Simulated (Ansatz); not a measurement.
# MgSe, pressure series

The reference is MgSe in the rock salt structure (space group Fm-3m, No. 225; a = 5.508 Å).

Cell and atoms are relaxed at each pressure.

Method: PBE, PAW, 420 eV (Ansatz, a quantum-chemistry and plane-wave program; no spin-orbit coupling).

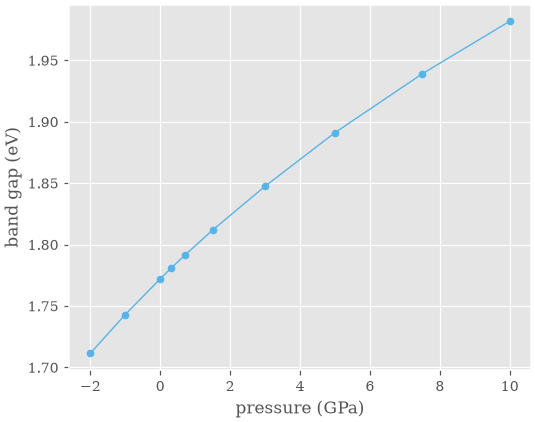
Fig. 1. Band gap against pressure

Q: From the plot, what is the band gap for pressure 1.5 GPa?

A: About 1.81 eV.

Q: Is the trend monotonic over the range shown?

A: Yes, it rises throughout, spanning 1.71 eV to 1.98 eV.

Load acts through the strain it causes; cell and atoms are relaxed under it. No phonon test of stability was made. Competing high-pressure phases were not computed.
